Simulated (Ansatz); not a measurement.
**SnH3 (doublet): wave-function methods side by side, def2-TZVPD**

Aim: climb from Hartree-Fock through coupled cluster and multireference methods for SnH3 (doublet) at one geometry and basis, and see what each rung misses.

Program: Ansatz 0.2.0, Gaussian basis. Level of theory: def2-TZVPD, core rule «outside noble gas», up to 9 orbitals frozen. These are calculated values, not measurements.

The runs, in order: UHF; CCSD(T) on ROHF; CCSD(T) on UHF; BCCD(T) on ROHF; CCSDT(Q) on ROHF; CCSDT(Q) on UHF; CASSCF and MRCISD+Q, 7 electrons in 7 orbitals; CASSCF and NEVPT2, 7 electrons in 7 orbitals.

6 further runs of the same task are left out: 6 set aside as unsound or not needed.

**1. What is computed**

The geometry is a PBE0/def2-TZVPD stationary point (not a proven minimum) of the parent state, kept for this charge and spin. No spin-orbit coupling is included. Elements past krypton take def2 core potentials.

4 atoms, charge 0, spin multiplicity 2.

Atoms are counted from 1 here; the program's logs count them from 0.

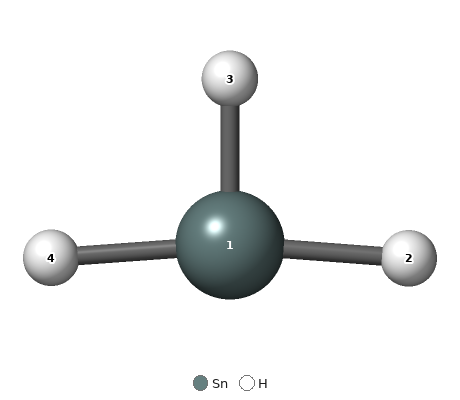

The geometry (tin teal, hydrogen white); atoms are numbered from 1 in the order of the file.

In the tables R marks a restricted open-shell determinant and U an unrestricted one; 'valence' is the active space of 7 electrons in 7 orbitals; energies count from the table's Hartree-Fock row.

**2. UHF**

File in.yaml:

```yaml
crystal:
  periodic: [false, false, false]
  atoms:
    - {symbol: Sn, position_ang: [0.000000, -0.012328, 0.000000]}
    - {symbol: H, position_ang: [0.000000, -0.153539, -1.901410]}
    - {symbol: H, position_ang: [0.000000, 1.758989, 0.000000]}
    - {symbol: H, position_ang: [0.000000, -0.153539, 1.901410]}
basis:
  gaussian: {orbitals: def2-TZVPD}
magnetization: {spin_polarized: true, initial_magnetization: 1}
hamiltonian: {xc: hf}
output: {orbitals: {seedname: orbitals}}
```

Run with:

```
ansatz run in.yaml --threads 1 --pin off --events-out ev --progress --plain --max-ram 4096MiB --backend cpu
```

Output:

```text
Functional definition: HF
  name "HF"
  cite "Fock, Z. Phys. 61, 126 (1930) doi:10.1007/BF01340294"
  parent pbe
  exchange = exact_x
  correlation = 0
711 factors; their error is unknown
mean field evaluation 1: about -5848.6339 eV, gradient 7.3e0 eV
mean field evaluation 2: about -5849.1937 eV, gradient 3.3e0 eV
mean field evaluation 4: about -5849.3273 eV, gradient 6.5e-1 eV
mean field evaluation 8: about -5849.3417 eV, gradient 1.0e-1 eV
mean field evaluation 16: about -5848.9490 eV, gradient 7.4e0 eV
mean field evaluation 32: about -5849.6549 eV, gradient 5.4e-1 eV
mean field evaluation 64: about -5849.6875 eV, gradient 1.2e-1 eV
mean field evaluation 96: about -5849.6537 eV, gradient 2.6e-1 eV
mean field evaluation 128: about -5849.6710 eV, gradient 2.9e-1 eV
mean field evaluation 160: about -5849.3880 eV, gradient 2.7e0 eV
mean field evaluation 192: about -5849.6555 eV, gradient 7.8e-6 eV
mean field -5849.76001427 eV, -214.9747154147 hartree, gradient 4.8e-6 eV, S^2 0.884326; 6 other end points of the search recorded, 0 dependent functions left out
reference -5849.76001427 eV, -214.9747154147 hartree; 13, 12 occupied and 70, 71 virtual orbitals, 711 factors
Total energy: -5849.76001427 eV, -214.9747154147 hartree
```

It took 4.2 s on 1 thread of AMD EPYC 7R13, shared host.

From the report: ⟨S²⟩ of the determinant 0.884 (pure doublet: 0.75).

**3. CCSD(T) on ROHF**

Edit in.yaml of step 2 so:

```diff
@@ -9,4 +9,4 @@
   gaussian: {orbitals: def2-TZVPD}
-magnetization: {spin_polarized: true, initial_magnetization: 1}
-hamiltonian: {xc: hf}
-output: {orbitals: {seedname: orbitals}}
+magnetization: {spin_polarized: false, initial_magnetization: 1}
+correlation: {method: ccsd_t, electrons: outside_noble_gas}
+output: {forces: true}
```

Same command.

Output (excerpt; [...] marks lines left out):

```text
Functional definition: HF
  name "HF"
  cite "Fock, Z. Phys. 61, 126 (1930) doi:10.1007/BF01340294"
  parent pbe
[...]
742 factors; integrals over basis functions are off by at most 1.1e-3 eV
[...]
mean field -5849.60192135 eV, -214.9689056072 hartree, gradient 5.9e-6 eV, S^2 0.750000; 9 other end points of the search recorded, 0 dependent functions left out
[...]
determinant -5849.60192135 eV, -214.9689056072 hartree, with singles and doubles -5853.44096886 eV, -215.1099880009 hartree
determinant -5849.56789529 eV, -214.9676551724 hartree, with singles and doubles -5853.48379713 eV, -215.1115619107 hartree
determinant -5849.36337736 eV, -214.9601392772 hartree, with singles and doubles -5853.14240673 eV, -215.0990160449 hartree
determinant -5849.60192135 eV, -214.9689056072 hartree, with singles and doubles -5853.39900327 eV, -215.1084457938 hartree
[...]
9 core orbitals not correlated: weight in the atoms' cores, before any rotation towards them, 0.999 or more for the frozen orbitals, at most 0.001 for the correlated occupied ones
reference -5849.56789529 eV, -214.9676551724 hartree; 4, 3 occupied and 70, 71 virtual orbitals, 742 factors
second order -2.94887544 eV of doubles, -0.05467531 eV of singles
cycle   1  -3.84508303 eV  change    3.5e-7 eV  update   1.3e-6
cycle   2  -3.84508264 eV  change    3.9e-7 eV  update   7.5e-7
perturbative correction -0.12159486 eV, -0.0044685286 hartree
[...]
Total energy: -5853.53457279 eV, -215.1134278818 hartree
Atom 0 at     0.000000    -0.012328     0.000000 Å, force    -0.000000     1.917364     0.000000 eV/Å
Atom 1 at     0.000000    -0.153539    -1.901410 Å, force     0.000000    -0.728366     1.839426 eV/Å
Atom 2 at     0.000000     1.758989     0.000000 Å, force    -0.000000    -0.460633    -0.000000 eV/Å
Atom 3 at     0.000000    -0.153539     1.901410 Å, force     0.000000    -0.728366    -1.839426 eV/Å
Dipole moment:     0.000000    -0.252954    -0.000000 e Å
```

Wall time 32 s (1 thread of AMD EPYC 7R13, shared host); peak memory 0.58 GiB.

From the report: correlation -3.9667 eV; T1 0.027; largest double amplitude 0.12.

**4. CCSD(T) on UHF**

Edit in.yaml of step 3 so:

```diff
@@ -9,3 +9,3 @@
   gaussian: {orbitals: def2-TZVPD}
-magnetization: {spin_polarized: false, initial_magnetization: 1}
+magnetization: {spin_polarized: true, initial_magnetization: 1}
 correlation: {method: ccsd_t, electrons: outside_noble_gas}
```

The command is unchanged.

Output (excerpt; [...] marks lines left out):

```text
Functional definition: HF
  name "HF"
  cite "Fock, Z. Phys. 61, 126 (1930) doi:10.1007/BF01340294"
  parent pbe
[...]
742 factors; integrals over basis functions are off by at most 1.1e-3 eV
[...]
mean field -5849.76018326 eV, -214.9747216250 hartree, gradient 2.3e-6 eV, S^2 0.884327; 12 other end points of the search recorded, 0 dependent functions left out
determinant -5849.76018326 eV, -214.9747216250 hartree, with singles and doubles -5853.47099908 eV, -215.1110915912 hartree
determinant -5849.69305931 eV, -214.9722548654 hartree, with singles and doubles -5853.24992407 eV, -215.1029672341 hartree
determinant -5849.65793379 eV, -214.9709640262 hartree, with singles and doubles -5853.42004618 eV, -215.1092191066 hartree
determinant -5849.65565834 eV, -214.9708804050 hartree, with singles and doubles -5853.14410516 eV, -215.0990784611 hartree
[...]
9 core orbitals not correlated: weight in the atoms' cores, before any rotation towards them, 0.999 or more for the frozen orbitals, at most 0.001 for the correlated occupied ones
reference -5849.76018326 eV, -214.9747216250 hartree; 4, 3 occupied and 70, 71 virtual orbitals, 742 factors
second order -2.75286034 eV of doubles, -0.00000000 eV of singles
cycle   1  -3.66121089 eV  change    4.3e-7 eV  update   3.5e-6
[...]
cycle   8  -3.66120746 eV  change   -2.0e-7 eV  update   2.9e-7
perturbative correction -0.11758876 eV, -0.0043213072 hartree
[...]
Total energy: -5853.53897948 eV, -215.1135898245 hartree
Atom 0 at     0.000000    -0.012328     0.000000 Å, force     0.000003     1.921479     0.000000 eV/Å
Atom 1 at     0.000000    -0.153539    -1.901410 Å, force    -0.000001    -0.732220     1.851200 eV/Å
Atom 2 at     0.000000     1.758989     0.000000 Å, force    -0.000000    -0.457039    -0.000000 eV/Å
Atom 3 at     0.000000    -0.153539     1.901410 Å, force    -0.000001    -0.732220    -1.851200 eV/Å
Dipole moment:    -0.000000    -0.253914     0.000000 e Å
```

Wall time 39 s (1 thread of AMD EPYC 7R13, shared host); peak memory 0.58 GiB.

From the report: ⟨S²⟩ of the determinant 0.884 (pure doublet: 0.75); correlation -3.7788 eV; T1 0.042; largest double amplitude 0.12.

**5. BCCD(T) on ROHF**

Edit in.yaml of step 4 so:

```diff
@@ -9,4 +9,3 @@
   gaussian: {orbitals: def2-TZVPD}
-magnetization: {spin_polarized: true, initial_magnetization: 1}
-correlation: {method: ccsd_t, electrons: outside_noble_gas}
-output: {forces: true}
+magnetization: {spin_polarized: false, initial_magnetization: 1}
+correlation: {method: bccd_t, electrons: outside_noble_gas}
```

Same command.

Output (excerpt; [...] marks lines left out):

```text
Functional definition: HF
  name "HF"
  cite "Fock, Z. Phys. 61, 126 (1930) doi:10.1007/BF01340294"
  parent pbe
[...]
742 factors; integrals over basis functions are off by at most 1.1e-3 eV
[...]
mean field -5849.60192135 eV, -214.9689056072 hartree, gradient 5.9e-6 eV, S^2 0.750000; 9 other end points of the search recorded, 0 dependent functions left out
[...]
determinant -5849.60192135 eV, -214.9689056072 hartree, with singles and doubles -5853.44096886 eV, -215.1099880009 hartree
determinant -5849.56789529 eV, -214.9676551724 hartree, with singles and doubles -5853.48379713 eV, -215.1115619107 hartree
determinant -5849.36337736 eV, -214.9601392772 hartree, with singles and doubles -5853.14240673 eV, -215.0990160449 hartree
determinant -5849.60192135 eV, -214.9689056072 hartree, with singles and doubles -5853.39900327 eV, -215.1084457938 hartree
determinant -5849.56789529 eV, -214.9676551724 hartree, with singles and doubles -5853.41297868 eV, -215.1089593806 hartree
determinant -5849.36337736 eV, -214.9601392772 hartree, with singles and doubles -5853.07416883 eV, -215.0965083484 hartree
9 core orbitals not correlated: weight in the atoms' cores, before any rotation towards them, 0.999 or more for the frozen orbitals, at most 0.001 for the correlated occupied ones
reference -5849.56789529 eV, -214.9676551724 hartree; 4, 3 occupied and 70, 71 virtual orbitals, 742 factors
second order -2.94887544 eV of doubles, -0.05467531 eV of singles
cycle   1  -3.84595176 eV  change   -8.7e-4 eV  update   6.1e-3
[...]
cycle   9  -3.84259778 eV  change    3.2e-6 eV  update   6.9e-6
perturbative correction -0.12391536 eV, -0.0045538054 hartree
Total energy: -5853.53440843 eV, -215.1134218418 hartree
```

Run time: 23 s. Hardware: 1 thread of AMD EPYC 7R13, shared host; peak memory 0.46 GiB.

From the report: correlation -3.9665 eV; largest double amplitude 0.12.

**6. CCSDT(Q) on ROHF**

Edit in.yaml of step 5 so:

```diff
@@ -10,2 +10,2 @@
 magnetization: {spin_polarized: false, initial_magnetization: 1}
-correlation: {method: bccd_t, electrons: outside_noble_gas}
+correlation: {method: ccsdt_q, electrons: outside_noble_gas}
```

Run with:

```
ansatz run in.yaml --threads 2 --pin off --events-out ev --progress --plain --max-ram 24576MiB --backend cuda --devices 0, --max-vram 18GiB
```

Output (excerpt; [...] marks lines left out):

```text
Functional definition: HF
  name "HF"
  cite "Fock, Z. Phys. 61, 126 (1930) doi:10.1007/BF01340294"
  parent pbe
[...]
1330 factors; integrals over basis functions are off by at most 2.4e-7 eV
[...]
mean field -5849.60192772 eV, -214.9689058413 hartree, gradient 2.6e-6 eV, S^2 0.750000; 9 other end points of the search recorded, 0 dependent functions left out
[...]
determinant -5849.60192772 eV, -214.9689058413 hartree, with singles and doubles -5853.44099042 eV, -215.1099887932 hartree
determinant -5849.56790180 eV, -214.9676554118 hartree, with singles and doubles -5853.48381745 eV, -215.1115626576 hartree
determinant -5849.36338345 eV, -214.9601395010 hartree, with singles and doubles -5853.14243099 eV, -215.0990169364 hartree
determinant -5849.60192772 eV, -214.9689058413 hartree, with singles and doubles -5853.39900771 eV, -215.1084459570 hartree
determinant -5849.56790180 eV, -214.9676554118 hartree, with singles and doubles -5853.41298314 eV, -215.1089595447 hartree
determinant -5849.36338345 eV, -214.9601395010 hartree, with singles and doubles -5853.07417901 eV, -215.0965087223 hartree
9 core orbitals not correlated: weight in the atoms' cores, before any rotation towards them, 0.999 or more for the frozen orbitals, at most 0.001 for the correlated occupied ones
reference -5849.56790180 eV, -214.9676554118 hartree; 4, 3 occupied and 70, 71 virtual orbitals, 1330 factors
second order -2.94889876 eV of doubles, -0.05467533 eV of singles
cycle   1  -3.55430288 eV  change   -5.5e-1 eV  update   8.0e-2
[...]
cycle  18  -3.99557594 eV  change   -5.1e-7 eV  update   2.5e-7
perturbative correction -0.00519063 eV, -0.0001907521 hartree
Total energy: -5853.56866837 eV, -215.1146808713 hartree
```

It took 11 s on 1 × H100 (card shared with other runs) with 2 threads of AMD EPYC 7R13, shared host; peak host memory 0.84 GiB.

From the report: correlation -4.0008 eV; T1 0.027; largest double amplitude 0.13.

**7. CCSDT(Q) on UHF**

Edit in.yaml of step 6 so:

```diff
@@ -9,3 +9,3 @@
   gaussian: {orbitals: def2-TZVPD}
-magnetization: {spin_polarized: false, initial_magnetization: 1}
+magnetization: {spin_polarized: true, initial_magnetization: 1}
 correlation: {method: ccsdt_q, electrons: outside_noble_gas}
```

Launched as before.

Output (excerpt; [...] marks lines left out):

```text
Functional definition: HF
  name "HF"
  cite "Fock, Z. Phys. 61, 126 (1930) doi:10.1007/BF01340294"
  parent pbe
[...]
1330 factors; integrals over basis functions are off by at most 2.4e-7 eV
[...]
mean field -5849.76019003 eV, -214.9747218737 hartree, gradient 1.6e-6 eV, S^2 0.884327; 12 other end points of the search recorded, 0 dependent functions left out
determinant -5849.76019003 eV, -214.9747218737 hartree, with singles and doubles -5853.47101917 eV, -215.1110923294 hartree
determinant -5849.69306556 eV, -214.9722550948 hartree, with singles and doubles -5853.24994611 eV, -215.1029680442 hartree
determinant -5849.65794012 eV, -214.9709642588 hartree, with singles and doubles -5853.42006658 eV, -215.1092198563 hartree
determinant -5849.65566448 eV, -214.9708806306 hartree, with singles and doubles -5853.14412875 eV, -215.0990793280 hartree
[...]
determinant -5849.69306556 eV, -214.9722550948 hartree, with singles and doubles -5853.36882620 eV, -215.1073368070 hartree
determinant -5849.65794012 eV, -214.9709642588 hartree, with singles and doubles -5853.39776831 eV, -215.1084004099 hartree
determinant -5849.65566448 eV, -214.9708806306 hartree, with singles and doubles -5853.08322377 eV, -215.0968411112 hartree
9 core orbitals not correlated: weight in the atoms' cores, before any rotation towards them, 0.999 or more for the frozen orbitals, at most 0.001 for the correlated occupied ones
reference -5849.76019003 eV, -214.9747218737 hartree; 4, 3 occupied and 70, 71 virtual orbitals, 1330 factors
second order -2.75288199 eV of doubles, -0.00000000 eV of singles
cycle   1  -3.28304268 eV  change   -5.3e-1 eV  update   8.2e-2
[...]
cycle  18  -3.81016630 eV  change   -6.7e-7 eV  update   7.5e-7
perturbative correction -0.00528439 eV, -0.0001941977 hartree
Total energy: -5853.57564072 eV, -215.1149371004 hartree
```

It took 11 s on 1 × H100 (card shared with other runs) with 2 threads of AMD EPYC 7R13, shared host; peak host memory 0.83 GiB.

From the report: ⟨S²⟩ of the determinant 0.884 (pure doublet: 0.75); correlation -3.8155 eV; T1 0.045; largest double amplitude 0.13.

**8. CASSCF and MRCISD+Q, 7 electrons in 7 orbitals**

Edit in.yaml of step 7 so:

```diff
@@ -9,3 +9,3 @@
   gaussian: {orbitals: def2-TZVPD}
-magnetization: {spin_polarized: true, initial_magnetization: 1}
-correlation: {method: ccsdt_q, electrons: outside_noble_gas}
+magnetization: {spin_polarized: false, initial_magnetization: 1}
+correlation: {method: fic_mrcisd_q, electrons: outside_noble_gas, active_space: {window: {electrons: 7, orbitals: 7}, shells: [{species: H, l: s, shell: 1}, {species: Sn, l: s, shell: 5}, {species: Sn, l: p, shell: 5}]}}
```

The command is unchanged.

Output (excerpt; [...] marks lines left out):

```text
Functional definition: HF
  name "HF"
  cite "Fock, Z. Phys. 61, 126 (1930) doi:10.1007/BF01340294"
  parent pbe
[...]
1330 factors; integrals over basis functions are off by at most 2.4e-7 eV
[...]
mean field -5849.60192772 eV, -214.9689058413 hartree, gradient 2.6e-6 eV, S^2 0.750000; 8 other end points of the search recorded, 0 dependent functions left out
reference -5849.60192772 eV, -214.9689058413 hartree; 13, 12 occupied and 70, 71 virtual orbitals, 1330 factors
state -5851.47056295 eV, -215.0375769193 hartree
contracted CI cycle   1: correlation 0.00000000 eV, 0.0000000000 hartree, residual 1.04e1 eV
contracted CI cycle   2: correlation -1.89977367 eV, -0.0698153947 hartree, residual 2.24e0 eV
contracted CI cycle   3: correlation -1.98612558 eV, -0.0729887690 hartree, residual 5.63e-1 eV
contracted CI cycle   4: correlation -1.99115271 eV, -0.0731735123 hartree, residual 1.55e-1 eV
contracted CI cycle   5: correlation -1.99152418 eV, -0.0731871637 hartree, residual 3.98e-2 eV
contracted CI cycle   6: correlation -1.99155006 eV, -0.0731881147 hartree, residual 1.07e-2 eV
contracted CI cycle   7: correlation -1.99155189 eV, -0.0731881819 hartree, residual 3.00e-3 eV
contracted CI cycle   8: correlation -1.99155203 eV, -0.0731881870 hartree, residual 8.61e-4 eV
state -5851.47056295 eV, -215.0375769193 hartree; corrected -5853.56043616 eV, -215.1143783430 hartree
Total energy: -5853.56043616 eV, -215.1143783430 hartree
Checks for a lower state left out: starts, orbital_swaps
```

Run time: 8 s. Hardware: 1 × H100 (card shared with other runs) with 2 threads of AMD EPYC 7R13, shared host; peak host memory 0.79 GiB.

From the report: 321 determinants; active occupations 1.97, 1.93, 1.91, 1.00, 0.12, 0.03, 0.03.

**9. CASSCF and NEVPT2, 7 electrons in 7 orbitals**

File in.yaml:

```yaml
crystal:
  periodic: [false, false, false]
  atoms:
    - {symbol: Sn, position_ang: [0.000000, -0.012328, 0.000000]}
    - {symbol: H, position_ang: [0.000000, -0.153539, -1.901410]}
    - {symbol: H, position_ang: [0.000000, 1.758989, 0.000000]}
    - {symbol: H, position_ang: [0.000000, -0.153539, 1.901410]}
basis:
  gaussian: {orbitals: def2-TZVPD}
magnetization: {spin_polarized: false, initial_magnetization: 1}
correlation: {method: sc_nevpt2, electrons: outside_noble_gas, active_space: {window: {electrons: 7, orbitals: 7}, shells: [{species: H, l: s, shell: 1}, {species: Sn, l: s, shell: 5}, {species: Sn, l: p, shell: 5}]}}
```

Run with:

```
ansatz run in.yaml --threads 1 --pin off --events-out ev --progress --plain --max-ram 4096MiB --backend cpu
```

Output (excerpt; [...] marks lines left out):

```text
Functional definition: HF
  name "HF"
  cite "Fock, Z. Phys. 61, 126 (1930) doi:10.1007/BF01340294"
  parent pbe
[...]
1330 factors; integrals over basis functions are off by at most 2.4e-7 eV
[...]
mean field -5849.60192772 eV, -214.9689058413 hartree, gradient 2.6e-6 eV, S^2 0.750000; 8 other end points of the search recorded, 0 dependent functions left out
reference -5849.60192772 eV, -214.9689058413 hartree; 13, 12 occupied and 70, 71 virtual orbitals, 1330 factors
state -5851.47056295 eV, -215.0375769193 hartree
state -5851.47056295 eV, -215.0375769193 hartree; corrected -5852.96540841 eV, -215.0925114765 hartree
Total energy: -5852.96540841 eV, -215.0925114765 hartree
Checks for a lower state left out: starts, orbital_swaps
```

It took 9 s on 1 thread of AMD EPYC 7R13, shared host.

From the report: 321 determinants; active occupations 1.97, 1.93, 1.91, 1.00, 0.12, 0.03, 0.03.

**10. How many determinants matter**

Natural occupations of the CASSCF valence state about the gap (report; correlated orbitals 1 to 7): 1.972, 1.928, 1.913, 1.000, 0.120, 0.035, 0.032. The count of effectively unpaired electrons, Σ n²(2 − n)², is 1.11; a single determinant of this spin has 1.

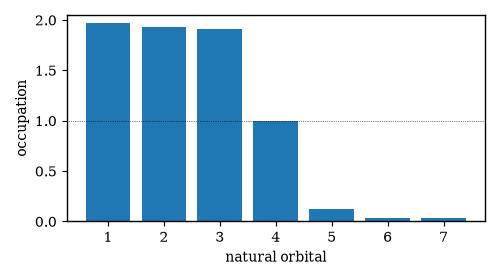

Natural occupations of the CASSCF valence state.

**11. Misses and costs**

The yardstick is UCCSDT(Q), where the cluster series has nearly closed. Rows without a time come out of other runs: HF, MP2 and CCSD of CCSD(T), CCSDT of CCSDT(Q), CASSCF and MRCISD of the multireference runs. The times of RCCSD(T), UCCSD(T) include forces.

Differences are taken before rounding.

```csv
method,energy from the lowest ROHF (meV),from UCCSDT(Q) (meV),time
ROHF,0.0,+3973.7,
UHF,-158.3,+3815.5,
RMP2,-2969.5,+1004.2,
UMP2,-2911.1,+1062.6,
RCCSD,-3811.1,+162.7,
UCCSD,-3819.5,+154.3,
RCCSD(T),-3932.7,+41.1,32 s
UCCSD(T),-3937.1,+36.7,39 s
BCCD(T),-3932.5,+41.2,23 s
RCCSDT,-3961.6,+12.2,
UCCSDT,-3968.4,+5.3,
RCCSDT(Q),-3966.7,+7.0,11 s (GPU)
UCCSDT(Q),-3973.7,0,11 s (GPU)
CASSCF valence,-1868.6,+2105.1,
NEVPT2 valence,-3363.5,+610.2,9 s
MRCISD valence,-3860.2,+113.5,
MRCISD+Q valence,-3958.5,+15.2,8 s (GPU)
```

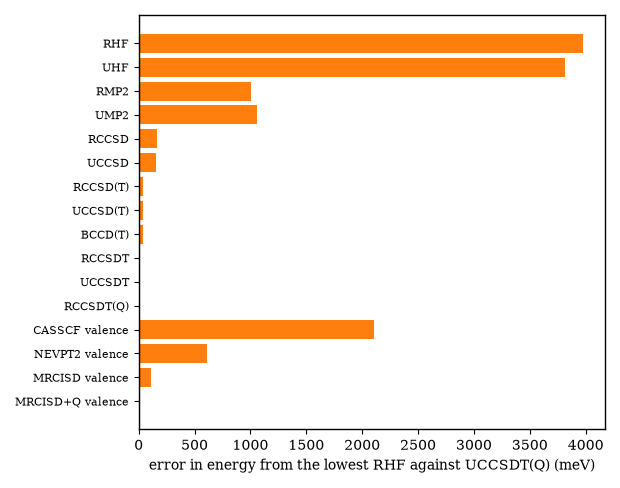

How far each level lands from UCCSDT(Q).

Some runs used a GPU and others CPU threads alone; cost is compared among the CPU runs only.

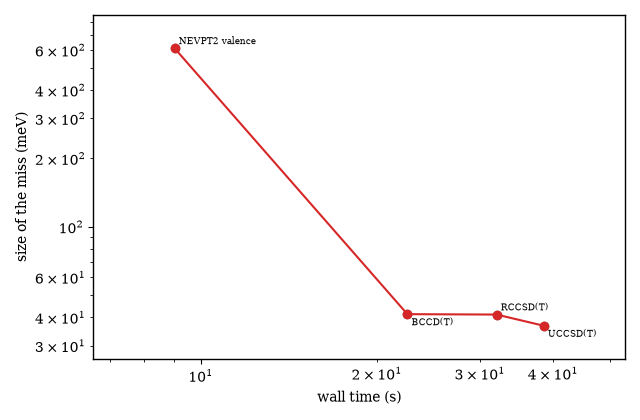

Accuracy for the time spent; red marks the levels that beat every quicker one drawn. Times are from a shared host.

**12. Outcome**

| quantity | value |
| --- | --- |
| UCCSDT(Q) from the ROHF energy | -3.9737 eV |
| RMP2 from UCCSDT(Q) | +1004.2 meV |
| UMP2 from UCCSDT(Q) | +1062.6 meV |
| RCCSD from UCCSDT(Q) | +162.7 meV |
| RCCSD(T) from UCCSDT(Q) | +41.1 meV |
| UCCSD(T) from UCCSDT(Q) | +36.7 meV |
| RCCSDT(Q) from UCCSDT(Q) | +7.0 meV |
| NEVPT2 valence from UCCSDT(Q) | +610.2 meV |
| MRCISD+Q valence from UCCSDT(Q) | +15.2 meV |
| levels within 1 kcal/mol (43 meV) | RCCSD(T), UCCSD(T), BCCD(T), RCCSDT, UCCSDT, RCCSDT(Q), MRCISD+Q valence |
| T1 diagnostic | 0.027 |
| effectively unpaired electrons | 1.11 |

What this shows: RCCSD(T) lands +41.1 meV from the yardstick (1.0 % of the correlation energy). One determinant dominates. Of the multireference levels listed MRCISD+Q valence comes nearest in total energy (+15.2 meV), which doesn't show that its space is the better one. Coupled cluster took another determinant than the lowest Hartree-Fock one. These misses are within one basis, not against nature; the frozen cores of restricted and unrestricted runs differ, which can shift their rows.

The ROHF row is the lowest solution found; coupled cluster stands on another one, 0.03 eV higher.

UCCSD(T) reaches 36.7 meV from the reference in 39 s; the quickest level in the cost chart, NEVPT2 valence, takes 9 s and misses by 610.2 meV.
